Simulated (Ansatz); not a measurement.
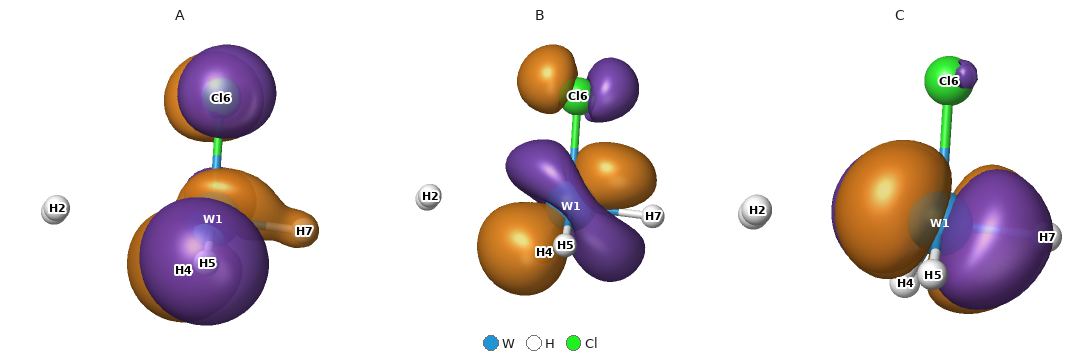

*ClH3W···H2. Three frontier orbitals at ±0.1 Å⁻³ᐟ² (orange and purple are the two phases), in no order.*

Core potentials replace the inner electrons of W; not at a stationary point (largest force 1.8 eV/Å).

Computed with Ansatz 0.2.0, RKS PBE0-D4/def2-SVP.

The calculation's input:

```
crystal:
  periodic: [false, false, false]
  atoms:
    - { symbol: W, position_ang: [0.0, 0.0, 0.0] }
    - { symbol: H, position_ang: [0.9528, 0.0, 1.6669] }
    - { symbol: H, position_ang: [1.6669, 0.0, 0.9528] }
    - { symbol: H, position_ang: [0.0, 1.72, 0.0] }
    - { symbol: H, position_ang: [-1.72, 0.0, 0.0] }
    - { symbol: Cl, position_ang: [0.0, -2.39, 0.0] }
    - { symbol: H, position_ang: [0.0, 0.0, -1.72] }
basis:
  gaussian: { orbitals: def2-SVP }
hamiltonian:
  xc: pbe0
  dispersion: d4
relax:
  f_tol: 0.15
  max_steps: 25
  restrain:
    - { distance: [1, 2], at: 0.66, k: 30.0 }
    - { distance: [0, 1], at: 2.92, k: 30.0 }
    - { distance: [0, 2], at: 2.92, k: 30.0 }
output:
  orbitals: {}
```

Run with:

```sh
ansatz run input.yaml --threads 1 --pin off --max-ram 2048MiB --backend cpu --events-out ev --progress --plain --runs-dir out
```

The fields are those of the run's last geometry, not of the input's.

**Order the three orbitals by energy and name them.**

A is the HOMO−1 (−9.11 eV). By Hirshfeld shares it lies mainly on W1 (about 35 %), H5 (about 30 %), Cl6 (about 20 %) and H4 (about 15 %). C is the HOMO (−5.61 eV). By Hirshfeld shares it lies mainly on W1 (about 85 %). B is the LUMO (−3.42 eV). It lies mainly on W1 (about 80 %) and Cl6 (about 10 %).

**What is the HOMO–LUMO gap?**

2.19 eV between the orbital energies.
